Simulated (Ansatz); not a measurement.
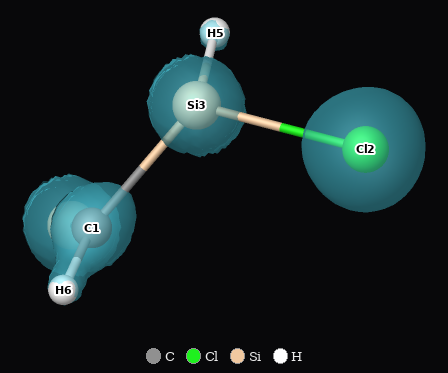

Figure. CH2ClSi2 (doublet). Isosurface of the total electron density at 1.5 e/Å³ (cyan), seen at an oblique angle.

Geometry: B3LYP-D3(BJ)/def2-SVP.

These are results of Ansatz, isolated molecule in a Gaussian basis; Kohn-Sham density functional theory, functional PBE0, not measurements.

The calculation's input:

```
crystal:
  periodic: [false, false, false]
  atoms:
    - symbol: C
      position_ang: [0.065287, 1.476397, -0.910847]
    - symbol: Cl
      position_ang: [-2.157876, 0.962496, 1.559475]
    - symbol: Si
      position_ang: [-0.236686, 1.456479, 0.884434]
    - symbol: Si
      position_ang: [1.242329, 0.227608, -1.196636]
    - symbol: H
      position_ang: [0.769089, 0.539479, 1.525335]
    - symbol: H
      position_ang: [-0.534839, 2.116052, -1.566208]
basis:
  gaussian:
    orbitals: def2-TZVPD
output: {forces: true, orbitals: {seedname: orbitals}}
magnetization:
  spin_polarized: true
  initial_magnetization: 1
hamiltonian:
  xc: {name: PBE0}
```

Launched as:

```sh
ansatz run input.yaml --threads 1 --pin off --max-ram 2610MiB --events-out events.jsonl --progress --plain --runs-dir runs
```

> How is the density connected at this value?

At this value the surface falls into five separate pieces. It bridges the sampled C–H (1.09 Å) contacts, where the density stays above the isovalue. It is pinched off along the sampled C–Si (1.74 Å), Si–Cl (2.10 Å) and C–Si (1.82 Å) contacts. On the grid the lowest density along these lines, outside the cores, is 0.95 e/Å³ (C–Si, 1.74 Å), 0.62 e/Å³ (Si–Cl, 2.10 Å), 1.8 e/Å³ (C–H, 1.09 Å) and 0.84 e/Å³ (C–Si, 1.82 Å).
